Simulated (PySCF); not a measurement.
**C₅H₁₀N₂, SMILES `C/C=N\N=C(C)C`: what the electrons do**

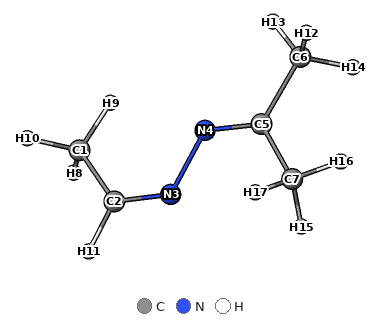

The molecule, with its atoms numbered as below. No frequency check shows the geometry to be a minimum.

Cartesian coordinates (Å):

```
C1      -2.7529    0.7247   -0.0009
C2      -2.0387   -0.5847   -0.0019
N3      -0.7927   -0.7981   -0.0018
N4       0.0252    0.3398   -0.0009
C5       1.2743    0.1092    0.0014
C6       2.1934    1.2843    0.0017
C7       1.8980   -1.2560    0.0039
H8      -3.3939    0.7924   -0.8668
H9      -2.0318    1.5373   -0.0049
H10     -3.3862    0.7949    0.8948
H11     -2.6521   -1.4801   -0.0027
H12      2.8371    1.2528    0.8668
H13      1.6253    2.2100    0.0035
H14      2.8293    1.2503   -0.8950
H15      1.5550   -1.8096   -0.8789
H16      2.9826   -1.1972    0.0061
H17      1.5627   -1.8072    0.8706
```

Part 1: Bonding charge

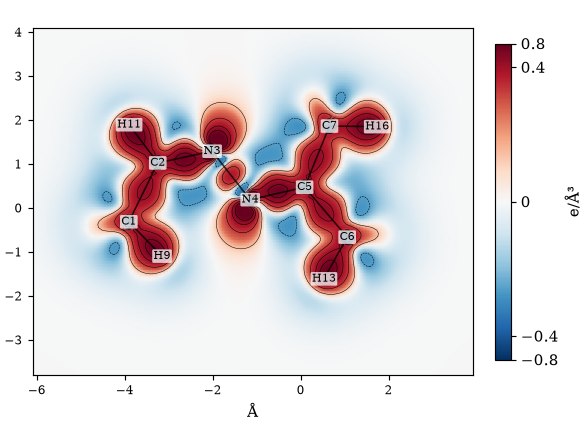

Deformation density (molecule less spherical, spin-averaged free atoms) in a plane through 11 of the atoms; colour scale in e/Å³, logarithmic beyond ±0.1; red: gain, blue: loss.

Level of theory: PBE/def2-SVPD (PySCF), at a geometry from GFN2-xTB.

**How much density has each bond in this plane gained at its critical point, relative to the free atoms?**

The five largest and four smallest: C2–H11: +0.71 e/Å³ at the bond critical point (bond length 1.08 Å). C1–H9: +0.68 e/Å³ at the bond critical point (bond length 1.09 Å). C6–H13: +0.67 e/Å³ at the bond critical point (bond length 1.09 Å). N4–C5: +0.65 e/Å³ at the bond critical point (bond length 1.27 Å). C7–H16: +0.65 e/Å³ at the bond critical point (bond length 1.09 Å). C5–C6: +0.48 e/Å³ at the bond critical point (bond length 1.49 Å). C1–C2: +0.46 e/Å³ at the bond critical point (bond length 1.49 Å). C5–C7: +0.46 e/Å³ at the bond critical point (bond length 1.50 Å). N3–N4: +0.33 e/Å³ at the bond critical point (bond length 1.40 Å). In all, 3.5 electrons gather in the regions of gain relative to the promolecule.

**Where do the Hirshfeld charges lie?**

The highest Hirshfeld charge is on C5 (+0.10 e), the lowest on N4 (−0.12 e).

```
atom  charge (e)
  C1       −0.11
  C2       +0.04
  N3       −0.11
  N4       −0.12
  C5       +0.10
  C6       −0.10
  C7       −0.11
  H8       +0.05
  H9       +0.03
 H10       +0.05
 H11       +0.04
 H12       +0.04
 H13       +0.04
 H14       +0.05
 H15       +0.04
 H16       +0.04
 H17       +0.04
```

Part 2: Bond critical points

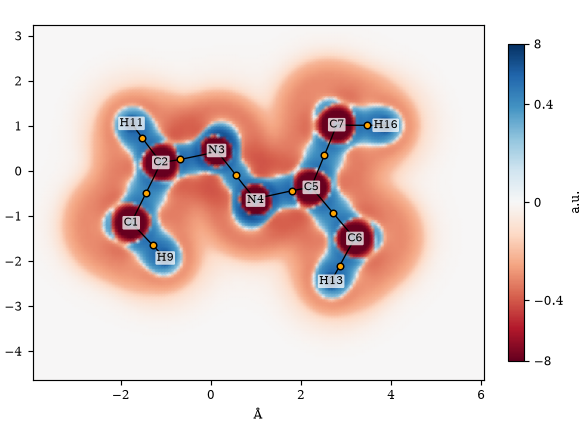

Negative Laplacian of the density (−∇²ρ) in a plane through 11 of the atoms (blue positive, red negative, colour scale in a.u., logarithmic beyond ±0.04), with bond paths and bond critical points (dots).

**At which bond critical points in this plane is charge locally concentrated, and at which depleted?**

Concentrated (∇²ρ < 0): C2–N3 (−0.83 a.u.); N4–C5 (−0.91 a.u.); N3–N4 (−0.69 a.u.); C2–H11 (−1.08 a.u.); C1–H9 (−1.04 a.u.); C6–H13 (−1.02 a.u.); C7–H16 (−0.99 a.u.); C5–C6 (−0.60 a.u.); C1–C2 (−0.58 a.u.); C5–C7 (−0.57 a.u.). At none is it depleted.

**Where along C2–N3 does the critical point lie?**

0.44 Å from C2 and 0.83 Å from N3.

Part 3: Local ionisation energy

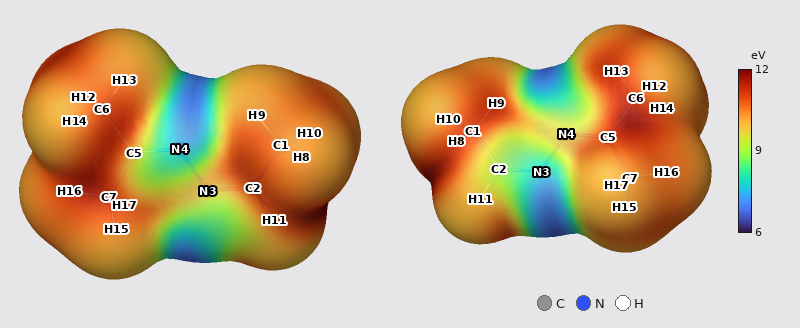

Average local ionisation energy on the surface of electron density 0.001 a.u. (back view left, front view right).

**Where are the most loosely bound electrons on this surface?**

The lowest value is 6.7 eV, 2.0 Å from N3. Further minima include 6.9 eV, near H13 (2.03 Å), N4 (2.04 Å) and H9 (2.14 Å), and at like points elsewhere; 9.9 eV, 1.4 Å from H11; 9.9 eV, 1.4 Å from H10. For comparison, the highest occupied orbital lies at −4.8 eV.

**What volume does the surface enclose, and what is the dipole moment?**

About 153 Å³; the dipole moment is 0.4 D.

The PySCF run shown took 85 s on 1 thread of Intel(R) Xeon(R) Processor @ 2.50GHz (Skylake/Cascade Lake) (shared host).
